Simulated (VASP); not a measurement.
Band structure of MgSe (relaxed from the zinc blende structure, space group F-43m). These are r2SCAN meta-GGA, VASP's PBE PAW potentials (set 64) (plane waves; VASP) values and carry that method's errors.

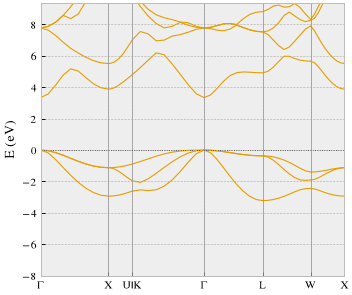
Figure. Bands along high-symmetry lines, zero at the valence-band maximum or, without a gap, the Fermi level

Read the plot: is there a gap, and where are the band edges?

The gap is direct, 3.34 eV, from the valence maximum at Γ to the conduction minimum at Γ.

The structure was generated: MgSe was put into the zinc blende type (F-43m), which need not be its known phase. It was relaxed first.
